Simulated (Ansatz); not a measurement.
The parent structure is PbSe in the rock salt structure (space group Fm-3m, No. 225; a = 6.1780 Å).

Perturbation: an isotropic linear strain of +0.50 %, atoms relaxed at fixed cell.

Calculations: r2SCAN/PAW in Ansatz (a quantum-chemistry and plane-wave program), spin-orbit coupling left out.

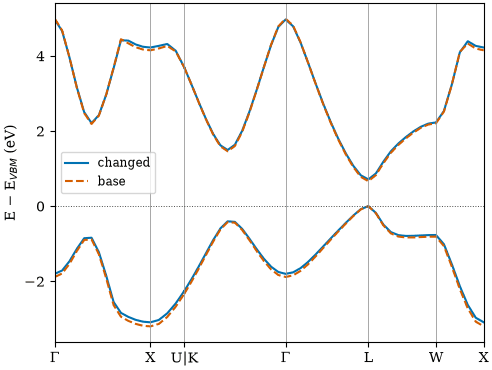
Figure: Highest valence and lowest conduction band along the path, each from its own valence-band maximum

The gap is 0.71 eV, direct at L; the base has 0.67 eV.

Spin-orbit coupling, missing from the scalar runs, can matter with Pb. No phonon test of stability was made.
